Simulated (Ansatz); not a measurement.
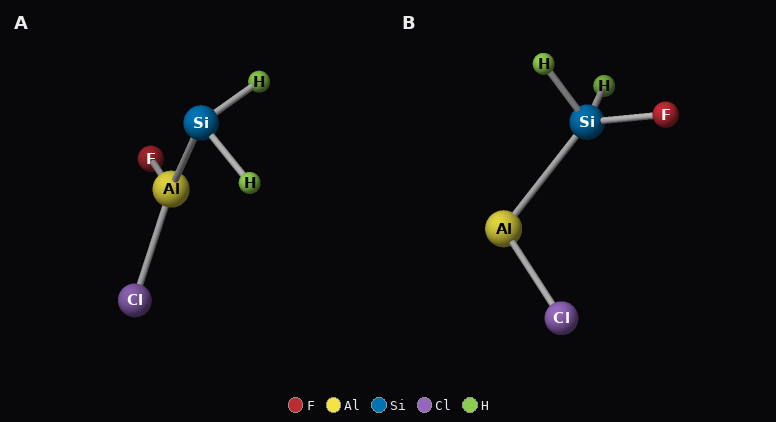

2 stationary structures of one formula. The species has charge −1 and is a spin singlet. Geometries: PBE-D4/def2-SVPD. Electronic energies: PBE-D4/def2-SVPD (Ansatz 0.2.0), without zero-point energy. No frequency run is at hand to confirm each as a minimum.

**Which structure is the most stable?**

A is lowest (C1); B lies 96.5 kJ/mol above it.
